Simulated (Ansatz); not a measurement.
**Se: a line through a two-coordinate scan**

How does the energy of Se (P3_121, No. 152; 3 atoms in the cell) vary with volume per atom, at c/a of the conventional cell = 1.117?

Method: DFT PBE+D3(BJ), scalar-relativistic, plane waves, PAW, in Ansatz 0.2.0.

17 further runs of the same task are left out: 1 that didn't finish, 16 set aside as unsound or not needed.

**1. The system as given**

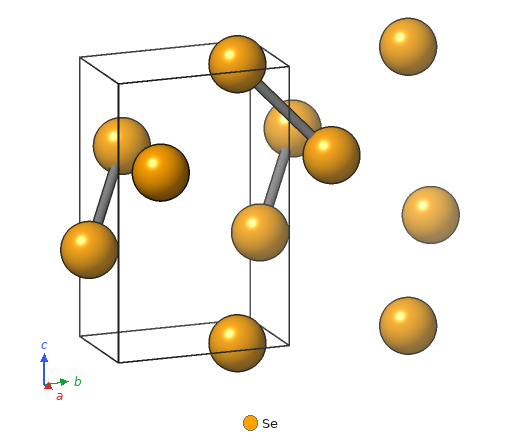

The starting structure, seen slightly off an axis (selenium orange). 1×2×1 cells are drawn. Atoms on the faces are drawn again on the opposite ones.

Coordinates:

```
CELL_PARAMETERS angstrom
4.06815 0.00000 0.00000
-2.03407 3.52312 0.00000
0.00000 0.00000 5.12773
ATOMIC_POSITIONS crystal
Se 0.24735 0.00000 0.33333
Se 0.00000 0.24735 0.66667
Se 0.75265 0.75265 0.00000
```

This cell was relaxed beforehand with the same method: volume 24.50 Å³/atom, gap on the mesh 0.52 eV.

**2. Plan of the line**

The energy is mapped over volume and the cell's shape.

- volume per atom: 7 values from 22.54 to 26.46 Å³
- c/a of the conventional cell: 7 values from 1.117 to 1.422

Nothing else is relaxed (fractional coordinates fixed). Energies count from the relaxed crystal. Points are written as (first, second).

**3. The run at (23.19 Å³, 1.117)**

Contents of input.yaml:

```yaml
crystal:
  lattice:
    - [4.1582771654, 0.0, 0.0]
    - [-2.0791385827, 3.6011736612, 0.0]
    - [0.0, 0.0, 4.6460430769]
  atoms:
    - { symbol: Se, position: [0.2473450684, 0.0, 0.3333333333] }
    - { symbol: Se, position: [0.0, 0.2473450684, 0.6666666667] }
    - { symbol: Se, position: [0.7526549316, 0.7526549316, 0.0] }
basis:
  ecutwfc: 420
kpoints:
  mp_grid: { grid: [12, 12, 8] }
hamiltonian:
  xc: pbe
  dispersion: d3bj
scf:
  occupations: { method: gaussian, width: 0.05 }
output:
  forces: true
  stress: true
  eigenvalues: true
```

Run with:

```bash
ansatz run input.yaml --threads 1 --pin off --max-ram 2048MiB --backend cpu --events-out ev --progress --plain --runs-dir out
```

The log of the run (excerpt; [...] marks lines left out):

```text
Warning: RAYON_NUM_THREADS=1 ignored (pool sized by the plan → 1); use --threads N
[...]
Pseudopotentials: kind: paw
Pseudopotential: Se, paw, valence charge 16, recommended cutoff 420 eV (normal), Se.paw.azcp
Functional definition: PBE
[...]
Crystal: 3 atoms, lattice volume = 69.573 Å³
Basis set: ecut = 420 eV, 1329 PW (Γ), exchange–correlation on 60×60×64 points (8 copies of the dense FFT grid, shifted against one another)
Bands: 29, of which v1, the nominal top of the filled ones, is band 24 counted from 1 (23 counted from 0)
Symmetry: 6 space group operations
Space group: P3121 (ITA 152), of the structure as read, at distance tolerance 4.1e-5 Å
k-points: 131 of 1152 (time reversal used)
[...]
SCF iter   1: F=—  HF=-16408.022157 eV  |F-HF|=—  |Δ(HF+E_count)|=         —  Δρ=2.35e-3  dr2=3.39e-3  ethr=1.77e-3  ⟨swp⟩=5.9  Hψ=16032  notcnv=0
[...]
SCF iter   6: F=-16408.022253 eV  HF=-16408.022253 eV  |F-HF|=2.06e-8  |Δ(HF+E_count)|=   3.06e-8  Δρ=8.64e-6  dr2=6.91e-8  ethr=2.08e-10  ⟨swp⟩=7.2  Hψ=17133  notcnv=0
[...]
SCF converged after 6 iterations
Free energy (F): -16408.022253 eV
[...]
E sigma→0 (E₀):  -16408.022253 eV
Entropy (-TS):   -0.000001 eV (-0.000 meV/atom)
Fermi energy:    9.746448 eV
[...]
--- Forces (eV/Å), atoms counted from 1 ---
  atom   1  Se     0.63380879    -0.00000000    -0.00000000
  atom   2  Se    -0.31690440     0.54889451    -0.00000000
  atom   3  Se    -0.31690440    -0.54889451     0.00000000
[...]
--- Stress (GPa, compression-positive) ---
        4.649959       0.000000       0.000000
        0.000000       4.649959       0.000000
       -0.000000       0.000000      10.845794
  P = ⅓ Tr σ = 6.7152 GPa (67.152 kbar)
--- Band table (eV; the first three rows and the last of 131) ---
[...]
```

It took 24 s on 1 thread of Intel Xeon Platinum 8375C at 2.90GHz (Ice Lake), shared host; peak memory 0.49 GiB.

On the map this point reads 66 meV/atom.

**4. Grid point (23.84 Å³, 1.117)**

Changes to input.yaml since step 3:

```diff
@@ -2,5 +2,5 @@
   lattice:
-    - [4.1582771654, 0.0, 0.0]
-    - [-2.0791385827, 3.6011736612, 0.0]
-    - [0.0, 0.0, 4.6460430769]
+    - [4.1970040054, 0.0, 0.0]
+    - [-2.0985020027, 3.6347120884, 0.0]
+    - [0.0, 0.0, 4.6893125752]
   atoms:
```

Run with:

```bash
ansatz run input.yaml --threads 1 --pin off --max-ram 2048MiB --backend cpu --events-out ev --progress --plain --runs-dir out
```

The log of the run (excerpt; [...] marks lines left out):

```text
[...]
SCF converged after 6 iterations
Free energy (F): -16408.089581 eV
[...]
E sigma→0 (E₀):  -16408.089581 eV
Entropy (-TS):   -0.000000 eV (-0.000 meV/atom)
Fermi energy:    9.287637 eV
[...]
--- Forces (eV/Å), atoms counted from 1 ---
  atom   1  Se     0.35873474     0.00000000    -0.00000000
  atom   2  Se    -0.17936737     0.31067339    -0.00000000
  atom   3  Se    -0.17936737    -0.31067339    -0.00000000
[...]
--- Stress (GPa, compression-positive) ---
        2.573814       0.000000       0.000000
        0.000000       2.573814       0.000000
        0.000000       0.000000       7.861880
  P = ⅓ Tr σ = 4.3365 GPa (43.365 kbar)
--- Band table (eV; the first three rows and the last of 131) ---
[...]
```

Run time: 18 s. Hardware: 1 thread of Intel Xeon Platinum 8375C at 2.90GHz (Ice Lake), shared host; peak memory 0.5 GiB.

Energy on the map's scale: 43 meV/atom.

**5. Grid point (24.50 Å³, 1.117)**

Changes to input.yaml since step 4:

```diff
@@ -2,5 +2,5 @@
   lattice:
-    - [4.1970040054, 0.0, 0.0]
-    - [-2.0985020027, 3.6347120884, 0.0]
-    - [0.0, 0.0, 4.6893125752]
+    - [4.2349621168, 0.0, 0.0]
+    - [-2.1174810584, 3.6675847772, 0.0]
+    - [0.0, 0.0, 4.7317231731]
   atoms:
```

Run with:

```bash
ansatz run input.yaml --threads 1 --pin off --max-ram 2048MiB --backend cpu --events-out ev --progress --plain --runs-dir out
```

The log of the run (excerpt; [...] marks lines left out):

```text
Warning: RAYON_NUM_THREADS=1 ignored (pool sized by the plan → 1); use --threads N
[...]
Pseudopotentials: kind: paw
Pseudopotential: Se, paw, valence charge 16, recommended cutoff 420 eV (normal), Se.paw.azcp
Functional definition: PBE
[...]
Crystal: 3 atoms, lattice volume = 73.494 Å³
Basis set: ecut = 420 eV, 1413 PW (Γ), exchange–correlation on 60×60×64 points (8 copies of the dense FFT grid, shifted against one another)
Bands: 29, of which v1, the nominal top of the filled ones, is band 24 counted from 1 (23 counted from 0)
Symmetry: 6 space group operations
Space group: P3121 (ITA 152), of the structure as read, at distance tolerance 4.2e-5 Å
k-points: 131 of 1152 (time reversal used)
[...]
SCF iter   1: F=—  HF=-16408.129450 eV  |F-HF|=—  |Δ(HF+E_count)|=         —  Δρ=1.94e-3  dr2=2.55e-3  ethr=1.77e-3  ⟨swp⟩=5.9  Hψ=15936  notcnv=0
[...]
SCF iter   6: F=-16408.129683 eV  HF=-16408.129683 eV  |F-HF|=1.58e-8  |Δ(HF+E_count)|=   1.13e-7  Δρ=7.45e-6  dr2=5.94e-8  ethr=2.08e-10  ⟨swp⟩=6.5  Hψ=17921  notcnv=0
[...]
SCF converged after 6 iterations
Free energy (F): -16408.129683 eV
[...]
E sigma→0 (E₀):  -16408.129683 eV
Fermi energy:    8.853648 eV
[...]
--- Forces (eV/Å), atoms counted from 1 ---
  atom   1  Se     0.10905216    -0.00000000    -0.00000000
  atom   2  Se    -0.05452608     0.09444194     0.00000000
  atom   3  Se    -0.05452608    -0.09444194    -0.00000000
[...]
--- Stress (GPa, compression-positive) ---
        0.778967       0.000000       0.000000
        0.000000       0.778967      -0.000000
        0.000000      -0.000000       5.262303
  P = ⅓ Tr σ = 2.2734 GPa (22.734 kbar)
--- Band table (eV; the first three rows and the last of 131) ---
[...]
```

Run time: 20 s. Hardware: 1 thread of Intel Xeon Platinum 8375C at 2.90GHz (Ice Lake), shared host; peak memory 0.5 GiB.

Energy on the map's scale: 30 meV/atom.

**6. Changed: occupations.method methfessel_paxton, occupations.width 0.005**

Changes to input.yaml since step 5:

```diff
@@ -17,6 +17,6 @@
 scf:
-  occupations: { method: gaussian, width: 0.05 }
+  occupations: { method: methfessel_paxton, width: 0.005 }
 output:
   forces: true
+  eigenvalues: true
   stress: true
-  eigenvalues: true
```

Run with:

```bash
ansatz run input.yaml --threads 1 --pin off --max-ram 2048MiB --backend cpu --events-out ev --progress --plain --runs-dir out
```

The log of the run (excerpt; [...] marks lines left out):

```text
Warning: RAYON_NUM_THREADS=1 ignored (pool sized by the plan → 1); use --threads N
[...]
Pseudopotentials: kind: paw
Pseudopotential: Se, paw, valence charge 16, recommended cutoff 420 eV (normal), Se.paw.azcp
Functional definition: PBE
[...]
Crystal: 3 atoms, lattice volume = 73.494 Å³
Basis set: ecut = 420 eV, 1413 PW (Γ), exchange–correlation on 60×60×64 points (8 copies of the dense FFT grid, shifted against one another)
Bands: 29, of which v1, the nominal top of the filled ones, is band 24 counted from 1 (23 counted from 0)
Symmetry: 6 space group operations
Space group: P3121 (ITA 152), of the structure as read, at distance tolerance 4.2e-5 Å
k-points: 131 of 1152 (time reversal used)
[...]
SCF iter   1: F=—  HF=-16408.129449 eV  |F-HF|=—  |Δ(HF+E_count)|=         —  Δρ=1.94e-3  dr2=2.55e-3  ethr=1.77e-3  ⟨swp⟩=6.1  Hψ=16579  notcnv=0
[...]
Stability not checked: this state was not tested for a lower state beside it, because cold or Methfessel-Paxton smearing, or corrected tetrahedra, fill the levels in a way that the test cannot read (fill_not_monotonic; see scf.lower_state_search)
Free energy (F): -16408.129683 eV
[...]
E sigma→0 (E₀):  -16408.129683 eV
Fermi energy:    8.852224 eV
Step filling:    the computed levels leave a gap of 0.3386 eV = 67.7 smearing widths at the electron count; against every level under it full and every level over it empty, smearing changes F+E_penalty+E_count by +0.00e0 meV and its σ→0 estimate by +0.00e0 meV
[...]
--- Forces (eV/Å), atoms counted from 1 ---
  atom   1  Se     0.10905231     0.00000000     0.00000000
  atom   2  Se    -0.05452616     0.09444207    -0.00000000
  atom   3  Se    -0.05452616    -0.09444207     0.00000000
[...]
--- Stress (GPa, compression-positive) ---
        0.778968       0.000000       0.000000
        0.000000       0.778968      -0.000000
        0.000000      -0.000000       5.262303
  P = ⅓ Tr σ = 2.2734 GPa (22.734 kbar)
--- Band table (eV; the first three rows and the last of 131) ---
[...]
```

Run time: 24 s. Hardware: 1 thread of Intel Xeon Platinum 8375C at 2.90GHz (Ice Lake), shared host; peak memory 0.51 GiB.

```tsv
run	ending	energy change	pressure (GPa)	gap (eV)	force (eV/Å)	cycles	time
step 5	converged	0	2.3	0.34	0.11	6	20 s
variant	converged	0.0 meV/atom (σ→0)	2.3	0.34	0.11	6	24 s
```

The changed input (smearing) leaves the energy the same to the digits printed.

**7. Point (25.15 Å³, 1.117)**

Changes to input.yaml since step 5:

```diff
@@ -2,5 +2,5 @@
   lattice:
-    - [4.2349621168, 0.0, 0.0]
-    - [-2.1174810584, 3.6675847772, 0.0]
-    - [0.0, 0.0, 4.7317231731]
+    - [4.2722700225, 0.0, 0.0]
+    - [-2.1361350112, 3.6998943713, 0.0]
+    - [0.0, 0.0, 4.7734072961]
   atoms:
```

Run with:

```bash
ansatz run input.yaml --threads 1 --pin off --max-ram 2048MiB --backend cpu --events-out ev --progress --plain --runs-dir out
```

The log of the run (excerpt; [...] marks lines left out):

```text
Warning: RAYON_NUM_THREADS=1 ignored (pool sized by the plan → 1); use --threads N
[...]
Pseudopotentials: kind: paw
Pseudopotential: Se, paw, valence charge 16, recommended cutoff 420 eV (normal), Se.paw.azcp
Functional definition: PBE
[...]
Crystal: 3 atoms, lattice volume = 75.453 Å³
Basis set: ecut = 420 eV, 1473 PW (Γ), exchange–correlation on 60×60×64 points (8 copies of the dense FFT grid, shifted against one another)
Bands: 29, of which v1, the nominal top of the filled ones, is band 24 counted from 1 (23 counted from 0)
Symmetry: 6 space group operations
Space group: P3121 (ITA 152), of the structure as read, at distance tolerance 4.2e-5 Å
k-points: 131 of 1152 (time reversal used)
[...]
SCF iter   1: F=—  HF=-16408.146015 eV  |F-HF|=—  |Δ(HF+E_count)|=         —  Δρ=1.77e-3  dr2=2.23e-3  ethr=1.77e-3  ⟨swp⟩=5.8  Hψ=15835  notcnv=0
[...]
SCF iter   6: F=-16408.146259 eV  HF=-16408.146259 eV  |F-HF|=1.22e-8  |Δ(HF+E_count)|=   1.51e-7  Δρ=6.87e-6  dr2=5.35e-8  ethr=2.08e-10  ⟨swp⟩=6.3  Hψ=18857  notcnv=0
[...]
SCF converged after 6 iterations
Free energy (F): -16408.146259 eV
[...]
E sigma→0 (E₀):  -16408.146259 eV
Fermi energy:    8.441620 eV
[...]
--- Forces (eV/Å), atoms counted from 1 ---
  atom   1  Se    -0.11832446     0.00000000    -0.00000000
  atom   2  Se     0.05916223    -0.10247199    -0.00000000
  atom   3  Se     0.05916223     0.10247199     0.00000000
[...]
--- Stress (GPa, compression-positive) ---
       -0.776236      -0.000000       0.000000
       -0.000000      -0.776236       0.000000
        0.000000       0.000000       2.990881
  P = ⅓ Tr σ = 0.4795 GPa (4.795 kbar)
--- Band table (eV; the first three rows and the last of 131) ---
[...]
```

Wall time 17 s (1 thread of Intel Xeon Platinum 8375C at 2.90GHz (Ice Lake), shared host); peak memory 0.49 GiB.

On the map this point reads 24 meV/atom.

**8. Point (25.80 Å³, 1.117)**

Changes to input.yaml since step 7:

```diff
@@ -2,5 +2,5 @@
   lattice:
-    - [4.2722700225, 0.0, 0.0]
-    - [-2.1361350112, 3.6998943713, 0.0]
-    - [0.0, 0.0, 4.7734072961]
+    - [4.3089284814, 0.0, 0.0]
+    - [-2.1544642407, 3.731641528, 0.0]
+    - [0.0, 0.0, 4.8143657922]
   atoms:
```

Run with:

```bash
ansatz run input.yaml --threads 1 --pin off --max-ram 2048MiB --backend cpu --events-out ev --progress --plain --runs-dir out
```

The log of the run (excerpt; [...] marks lines left out):

```text
[...]
SCF converged after 6 iterations
Free energy (F): -16408.142369 eV
[...]
E sigma→0 (E₀):  -16408.142369 eV
Fermi energy:    8.050225 eV
[...]
--- Forces (eV/Å), atoms counted from 1 ---
  atom   1  Se    -0.32541053     0.00000000    -0.00000000
  atom   2  Se     0.16270526    -0.28181379     0.00000000
  atom   3  Se     0.16270526     0.28181379     0.00000000
[...]
--- Stress (GPa, compression-positive) ---
       -2.122105       0.000000       0.000000
        0.000000      -2.122105      -0.000000
        0.000000      -0.000000       1.007147
  P = ⅓ Tr σ = -1.0790 GPa (-10.790 kbar)
--- Band table (eV; the first three rows and the last of 131) ---
[...]
```

Wall time 22 s (1 thread of Intel Xeon Platinum 8375C at 2.90GHz (Ice Lake), shared host); peak memory 0.52 GiB.

Energy on the map's scale: 26 meV/atom.

**9. The run at (26.46 Å³, 1.117)**

Changes to input.yaml since step 8:

```diff
@@ -2,5 +2,5 @@
   lattice:
-    - [4.3089284814, 0.0, 0.0]
-    - [-2.1544642407, 3.731641528, 0.0]
-    - [0.0, 0.0, 4.8143657922]
+    - [4.3450283269, 0.0, 0.0]
+    - [-2.1725141635, 3.7629049113, 0.0]
+    - [0.0, 0.0, 4.8547001496]
   atoms:
```

Run with:

```bash
ansatz run input.yaml --threads 1 --pin off --max-ram 2048MiB --backend cpu --events-out ev --progress --plain --runs-dir out
```

The log of the run (excerpt; [...] marks lines left out):

```text
[...]
SCF converged after 6 iterations
Free energy (F): -16408.120658 eV
[...]
E sigma→0 (E₀):  -16408.120658 eV
Fermi energy:    7.677324 eV
[...]
--- Forces (eV/Å), atoms counted from 1 ---
  atom   1  Se    -0.51448322    -0.00000000    -0.00000000
  atom   2  Se     0.25724161    -0.44555554     0.00000000
  atom   3  Se     0.25724161     0.44555554     0.00000000
[...]
--- Stress (GPa, compression-positive) ---
       -3.287791       0.000000      -0.000000
        0.000000      -3.287791       0.000000
       -0.000000       0.000000      -0.728209
  P = ⅓ Tr σ = -2.4346 GPa (-24.346 kbar)
--- Band table (eV; the first three rows and the last of 131) ---
[...]
```

Run time: 21 s. Hardware: 1 thread of Intel Xeon Platinum 8375C at 2.90GHz (Ice Lake), shared host; peak memory 0.53 GiB.

That is 33 meV/atom from the zero.

**10. The line in numbers**

```
volume per atom (Å³)  step  energy (meV/atom)  slope (meV/atom per Å³)  pressure (GPa)  band gap on the k-mesh (eV)  largest force on an atom (eV/Å)
               22.54     –                 98                      −59             9.4                         0.17                             0.94
               23.19     3                 66                      −42             6.7                         0.23                             0.63
               23.84     4                 43                      −27             4.3                         0.29                             0.36
               24.50     5                 30                      −14             2.3                         0.34                             0.11
               25.15     7                 24                       −3             0.5                         0.39                             0.12
               25.80     8                 26                        7            −1.1                         0.43                             0.33
               26.46     9                 33                       15            −2.4                         0.46                             0.51
```

Energies count from the relaxed crystal. Rows without a step come from runs not printed here or follow by symmetry. Slopes come from the forces (and the stress, where the cell changes), not from differences of energies.

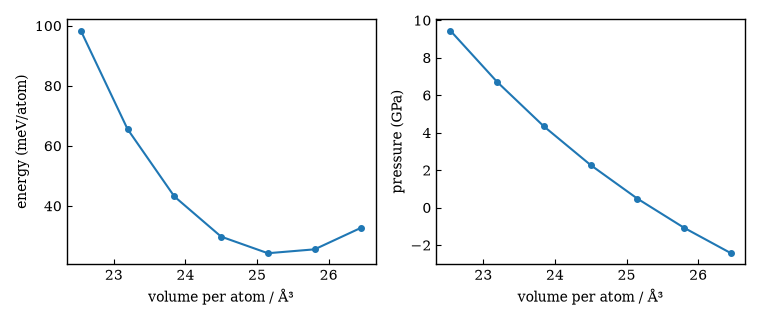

Energy and pressure along the line.

```tsv
run	outcome
step 6, run with occupations.method methfessel_paxton, occupations.width 0.005 (against step 5)	0.0 meV/atom
```

The lowest point of the line is at 25.15 Å³, 24 meV/atom from the zero. Energies and slopes round the minimum, fitted together, put the minimum at 25.344 Å³, with a curvature of about 15 meV/atom per (Å³)². V·d²E/dV² there is about 62 GPa, a bulk modulus under this line's constraint. The highest point computed, at 22.54 Å³, lies 74 meV/atom above the lowest. This is one cut through a surface in two coordinates; the map's lowest point lies off it. The gap on the mesh closes on part of the grid.

These are semilocal Kohn-Sham gaps, which aren't the measured quantity. Such gaps usually fall short of the measured ones.
